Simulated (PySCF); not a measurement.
# GeH3Br (SMILES [GeH3][Br]): levels of theory compared

Wanted: a comparison of 6 runs (HF/3-21G, B2PLYP/aug-cc-pVDZ, M06-L/aug-cc-pVDZ, PBE/aug-cc-pVDZ, TPSS/aug-cc-pVDZ, r2SCAN/aug-cc-pVDZ) of GeH3Br. The job is set up through a Python script.

Program for the calculation: PySCF 2.14.0.

3 further runs of the same task are left out: 3 set aside as unsound or not needed.

### 1 The structure to begin with

GeH3Br: 5 atoms, total charge 0, spin state singlet. As SMILES, `[GeH3][Br]`. Geometry: relaxed at PBE0-D4/def2-TZVP.

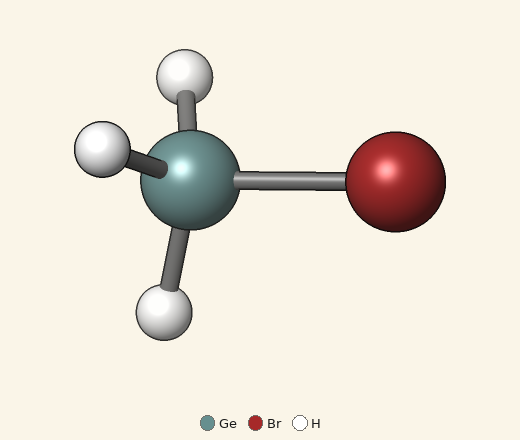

The structure, seen from a chosen angle (germanium teal, bromine red, hydrogen white).

### 2 A single-point energy at HF/3-21G (run 1)

Contents of input.py:

```python
from pyscf import gto, scf

system = gto.M(
    atom='''
Ge     0.262748     0.025870    -0.244058
Br    -2.926146    -0.288164     2.717936
H      0.242282     2.744241    -1.237960
H     -0.325468    -1.882035    -2.339651
H      2.746622    -0.599894     1.103732
''',
    basis='3-21g',
    spin=0,
    verbose=4,
    max_memory=1860,
    unit='bohr',
)

myscf = scf.RHF(system)
myscf.conv_tol = 1e-10
myscf.kernel()
if not myscf.converged:
    myscf = myscf.newton().run(myscf.mo_coeff, myscf.mo_occ)

e_final = myscf.e_tot
print('E(%s) = %.9f' % ('HF', e_final))
```

Command:

```
$ OMP_NUM_THREADS=1 python input.py
```

The program printed:

```text
PySCF version 2.14.0

[INPUT] num. atoms = 5
[INPUT] num. electrons = 70
[INPUT] charge = 0
[INPUT] spin (= nelec alpha-beta = 2S) = 0
[INPUT] symmetry False subgroup None
[INPUT] Mole.unit = bohr
[INPUT] Symbol           X                Y                Z      unit          X                Y                Z       unit  Magmom
[INPUT]  1 Ge     0.139040253815   0.013689814447  -0.129149931743 AA    0.262748000000   0.025870000000  -0.244058000000 Bohr   0.0
[INPUT]  2 Br    -1.548449779025  -0.152489821808   1.438269791939 AA   -2.926146000000  -0.288164000000   2.717936000000 Bohr   0.0
[INPUT]  3 H      0.128210113016   1.452189798472  -0.655100220031 AA    0.242282000000   2.744241000000  -1.237960000000 Bohr   0.0
[INPUT]  4 H     -0.172230248484  -0.995930032154  -1.238089990706 AA   -0.325468000000  -1.882035000000  -2.339651000000 Bohr   0.0
[INPUT]  5 H      1.453449769412  -0.317450233768   0.584069821363 AA    2.746622000000  -0.599894000000   1.103732000000 Bohr   0.0

nuclear repulsion = 308.239817613679
number of shells = 26
number of NR pGTOs = 117
number of NR cGTOs = 50
basis = 3-21g
ecp = {}

******** <class 'pyscf.scf.hf.RHF'> ********
method = RHF
initial guess = minao
damping factor = 0
level_shift factor = 0
DIIS = <class 'pyscf.scf.diis.CDIIS'>
diis_start_cycle = 1
diis_space = 8
diis_damp = 0
SCF conv_tol = 1e-10
SCF conv_tol_grad = None
SCF max_cycles = 50
direct_scf = True
direct_scf_tol = 1e-13
Set gradient conv threshold to 1e-05
Initial guess from minao.
init E= -4622.33388406394
  HOMO = -0.39973748679311  LUMO = 0.00579830970399864  gap/eV = 11.03519
cycle= 1 E= -4627.11322499703  delta_E= -4.78  |g|= 0.248  |ddm|= 1.71
  HOMO = -0.361018849102326  LUMO = 0.0922715291921132  gap/eV = 12.33466
cycle= 2 E= -4627.13704038531  delta_E= -0.0238  |g|= 0.0706  |ddm|= 0.567
  HOMO = -0.400990193506378  LUMO = 0.0992517278480916  gap/eV = 13.61228
cycle= 3 E= -4627.13882650792  delta_E= -0.00179  |g|= 0.0123  |ddm|= 0.124
  HOMO = -0.400374241434548  LUMO = 0.101099500463047  gap/eV = 13.64580
cycle= 4 E= -4627.13893596789  delta_E= -0.000109  |g|= 0.00172  |ddm|= 0.0366
  HOMO = -0.400687540786711  LUMO = 0.101032490547181  gap/eV = 13.65250
cycle= 5 E= -4627.13893891615  delta_E= -2.95e-06  |g|= 0.000418  |ddm|= 0.00632
  HOMO = -0.400786977463628  LUMO = 0.101059198997641  gap/eV = 13.65593
cycle= 6 E= -4627.13893912174  delta_E= -2.06e-07  |g|= 3.89e-05  |ddm|= 0.00208
  HOMO = -0.400794728699533  LUMO = 0.101060166465012  gap/eV = 13.65617
cycle= 7 E= -4627.13893912319  delta_E= -1.46e-09  |g|= 3.59e-06  |ddm|= 0.000177
  HOMO = -0.4007956961839  LUMO = 0.101059947681687  gap/eV = 13.65619
cycle= 8 E= -4627.1389391232  delta_E= -4.55e-12  |g|= 6.02e-07  |ddm|= 1.19e-05
  HOMO = -0.400795655909074  LUMO = 0.101060085469199  gap/eV = 13.65619
Extra cycle  E= -4627.1389391232  delta_E=    0  |g|= 1.73e-07  |ddm|= 1.66e-06
converged SCF energy = -4627.1389391232
E(HF) = -4627.138939123
```

It took 0.68 s on 1 thread of Arm Neoverse V2, shared host; peak memory 0.11 GiB.

### 3 The energy at B2PLYP/aug-cc-pVDZ (run 2)

Contents of input.py:

```python
# [GeH3][Br]
from pyscf import gto, dft, mp

system = gto.M(
    atom=[
    ('Ge', (0.139040, 0.013690, -0.129150)),
    ('Br', (-1.548450, -0.152490, 1.438270)),
    ('H', (0.128210, 1.452190, -0.655100)),
    ('H', (-0.172230, -0.995930, -1.238090)),
    ('H', (1.453450, -0.317450, 0.584070)),
],
    basis='aug-cc-pvdz',
    max_memory=1860,
    charge=0,
    verbose=3,
)

mf = dft.RKS(system, xc='0.53*HF + 0.47*B88, 0.73*LYP')
mf.grids.level = 5
mf.conv_tol = 1e-10
mf.kernel()
if not mf.converged:
    mf = mf.newton().run(mf.mo_coeff, mf.mo_occ)

pt = mp.MP2(mf, frozen=18).run()
e_final = mf.e_tot + 0.27 * pt.e_corr
print('PT2 part  %.8f' % (0.27 * pt.e_corr))
print('E = %.10f Eh' % e_final)
```

Command:

```
$ OMP_NUM_THREADS=1 python input.py
```

The program printed:

```text
converged SCF energy = -4652.00284979216
E(RMP2) = -4652.33582297931  E_corr = -0.332973187154106
E(SCS-RMP2) = -4652.33058204262  E_corr = -0.327732250463128
PT2 part  -0.08990276
E = -4652.0927525527 Eh
```

It took 16 s on 1 thread of Arm Neoverse V2, shared host; peak memory 0.52 GiB.

Runs 3 to 4 aren't shown in full; the table further down has their settings and results.

### 4 The energy at TPSS/aug-cc-pVDZ (run 5)

Contents of mol.xyz:

```xyz
5

Ge     0.139040     0.013690    -0.129150
Br    -1.548450    -0.152490     1.438270
H      0.128210     1.452190    -0.655100
H     -0.172230    -0.995930    -1.238090
H      1.453450    -0.317450     0.584070
```

Contents of calc.py:

```python
from pyscf import gto, dft

system = gto.M(
    atom='mol.xyz',
    verbose=3,
    max_memory=1860,
    basis='aug-cc-pvdz',
    charge=0,
)

ks = dft.RKS(system, xc='tpss')
ks.conv_tol = 1e-10
ks.grids.level = 5
ks.kernel()
if not ks.converged:
    ks = ks.newton().run(ks.mo_coeff, ks.mo_occ)

energy = ks.e_tot
print('E(%s) = %.9f' % ('TPSS', energy))
```

Command:

```
$ OMP_NUM_THREADS=1 python calc.py
```

The program printed:

```text
converged SCF energy = -4652.82336186054
E(TPSS) = -4652.823361861
```

Wall time 28 s (1 thread of Arm Neoverse V2, shared host); peak memory 0.52 GiB.

### 5 The energy at r2SCAN/aug-cc-pVDZ (run 6)

Contents of job.py:

```python
from pyscf import gto, dft

molecule = gto.Mole()
molecule.atom = [
    ('Ge', (0.139040, 0.013690, -0.129150)),
    ('Br', (-1.548450, -0.152490, 1.438270)),
    ('H', (0.128210, 1.452190, -0.655100)),
    ('H', (-0.172230, -0.995930, -1.238090)),
    ('H', (1.453450, -0.317450, 0.584070)),
]
molecule.verbose = 4
molecule.basis = 'aug-cc-pvdz'
molecule.max_memory = 1860
molecule.charge = 0
molecule.build()

ks = dft.RKS(molecule, xc='r2scan')
ks.conv_tol = 1e-10
ks.grids.level = 5
ks.kernel()
if not ks.converged:
    ks = ks.newton().run(ks.mo_coeff, ks.mo_occ)

e_final = ks.e_tot
print('Final energy', e_final)
```

Command:

```
$ OMP_NUM_THREADS=1 python job.py
```

The program printed:

```text
PySCF version 2.14.0

[... 74 lines left out ...]
converged SCF energy = -4652.90473791793
Final energy -4652.90473791793
```

Run time: 27 s. Hardware: 1 thread of Arm Neoverse V2, shared host; peak memory 0.52 GiB.

### 6 Overview of the runs

```
run               level  frozen core orbitals  integration grid   energy (Eh)  dipole moment (D)  HOMO energy (eV)  LUMO energy (eV)  wall time
  1            HF/3-21G                     –                 –  -4627.138939               2.75            -10.91              2.75     0.68 s
  2  B2PLYP/aug-cc-pVDZ                    18                 5  -4652.092753               2.05             -9.32             -0.08       16 s
  3   M06-L/aug-cc-pVDZ                     –                 5  -4652.776251               1.98             -7.20             -1.06       27 s
  4     PBE/aug-cc-pVDZ                     –                 5  -4652.220930               1.84             -7.00             -1.74       15 s
  5    TPSS/aug-cc-pVDZ                     –                 5  -4652.823362               1.86             -7.13             -1.58       28 s
  6  r2SCAN/aug-cc-pVDZ                     –                 5  -4652.904738               1.94             -7.32             -1.38       27 s
```

### 7 What came out

| quantity | value |
| --- | --- |
| run 6: total energy | -4652.90474 Eh |
| run 6: dipole moment | 1.94 D |
| run 6: HOMO energy | -7.32 eV |
| run 6: LUMO energy | -1.38 eV |
| run 6: HOMO–LUMO gap | 5.94 eV |

In words: The dipole moment (its size) runs from 1.84 D (PBE/aug-cc-pVDZ) to 2.75 D (HF/3-21G). The two ends differ in method and basis. The HOMO–LUMO gap runs from 5.26 eV (PBE/aug-cc-pVDZ) to 13.66 eV (HF/3-21G). Totals of different functionals can't be ranked against each other. All runs together took 1.9 min, the longest 28 s.
